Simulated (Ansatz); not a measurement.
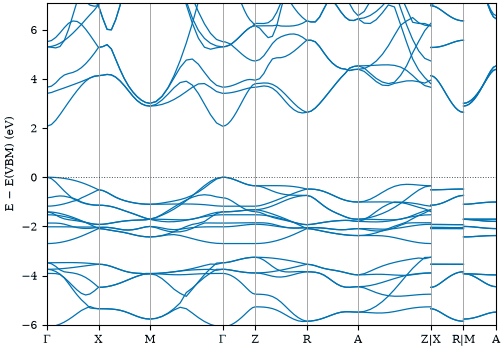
Fig. 1. Band structure from plane-wave PAW r²SCAN+D4 (Ansatz code)

Problem. Read off the gap and where the band edges lie.

Solution. About 2.1 eV (2.08 eV by a search for the band edges); maximum at Γ, minimum at Γ.

The material is CuI in space group P4/nmm (No. 129; Cu on 2b, I on 2c).

The start of the workflow was typed in or built on a structure type; the Crystallography Open Database copy checked does not list it. It is not the phase usual at ambient conditions (space group No. 216). The cell was relaxed with r²SCAN+D4 under the symmetry of its start; whether a distortion lowers the energy is not shown. The workflow began spin-polarised and lost its moments. Scalar-relativistic: spin–orbit coupling is off unless named, which matters more the heavier the elements.

Potentials: the earlier of the program's two PAW sets.
